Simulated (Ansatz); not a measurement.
# CH7AlO (SMILES C[OH+][AlH3-]): what the fields show

```xyz
10

C    -1.0490    0.6200   -0.6687
O     0.3390    0.2668   -0.5993
Al    1.0279   -0.6408    1.0309
H    -1.2188    1.2691   -1.5278
H    -1.6706   -0.2750   -0.7245
H    -1.2696    1.1612    0.2492
H     0.6244   -0.1704   -1.4079
H    -0.0502   -1.8236    1.1470
H     0.8889    0.5586    2.0765
H     2.4612   -1.0171    0.4275
```

Geometry: PBE0-D4/def2-TZVP.

All numbers below come from Ansatz, isolated molecule in a Gaussian basis; Hartree-Fock.

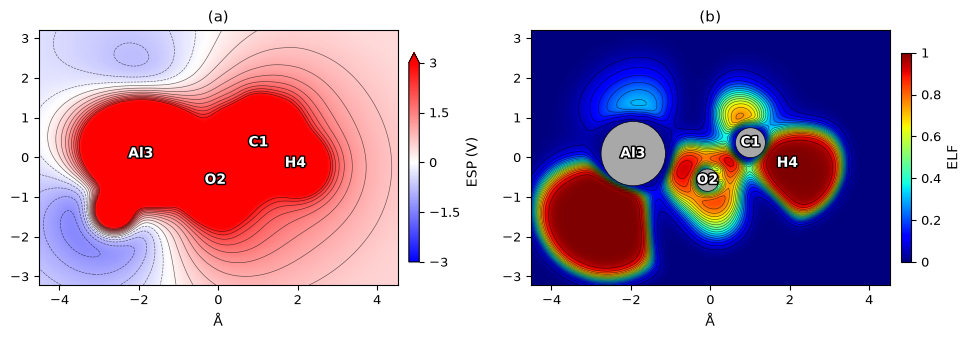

Figure 1. (a) electrostatic potential; (b) ELF on the plane of atoms C1, O2 and Al3. Grey discs cover the atomic cores in the ELF map.

### Interpret the plot.

Atoms in the plane: C, O, Al and H.
C–O (1.43 Å): the ELF peaks at about 0.95 between the atoms; a shared but strongly polarised pair.
Al–O (1.99 Å): the ELF peaks at about 0.90 in the valence shell of O, 0.7 Å from its nucleus, and is about 0.45 at the midpoint.
C–H (1.09 Å): the ELF climbs to about 1 towards the hydrogen, as it does in any bond to H; a covalent bond by its length.
Outside the dense part of the molecule the potential is most negative (−1.4 V) near H10, which lies off the plane.

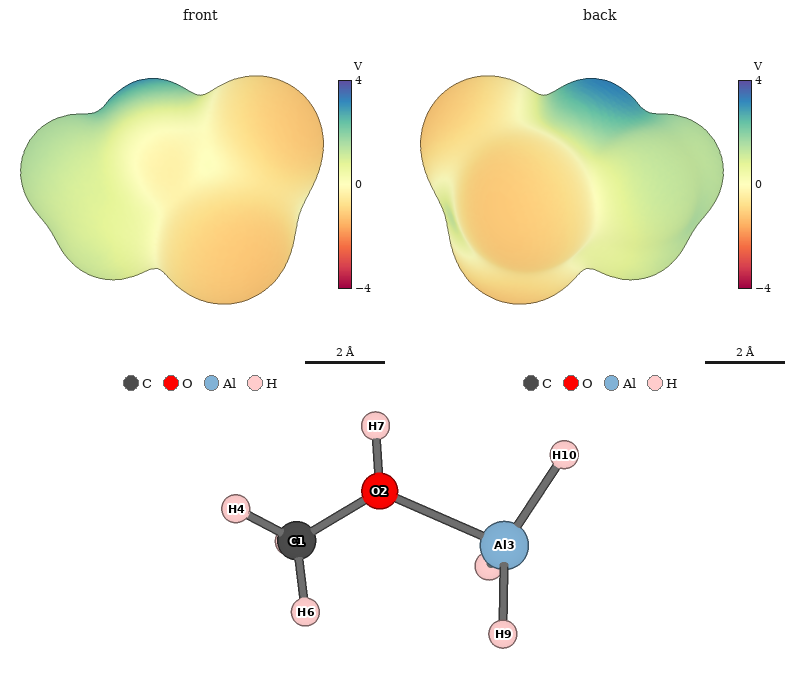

Figure 2. The electrostatic potential painted on the density surface at 0.001 e/bohr³, seen from the front and from behind; the colour scale runs from red (negative) to blue (positive). The bare structure is drawn below in the same view.

### Which sites attract a positive test charge, and which a negative one?

A positive charge is drawn to the negative regions and a negative charge to the positive ones. The most negative region (about −1.2 V) lies over H9 and H10, the most positive (about +3.2 V) over H7.

### What dipole moment does the calculation give?

Its dipole moment is 5.43 D.

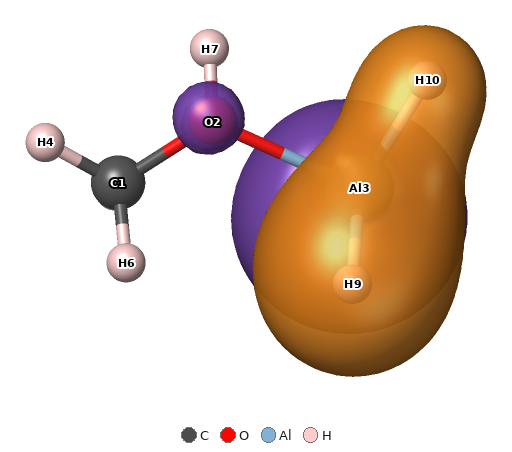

Figure 3. The HOMO at ±0.08 Å⁻³ᐟ² (orange and purple are the two phases), seen across its widest extent.

### Where does this orbital lie, and at what energy?

Its weight (Hirshfeld) is mainly on H8 (about 40 %), Al3 (about 35 %) and H9 (about 20 %). Its energy is −10.55 eV.
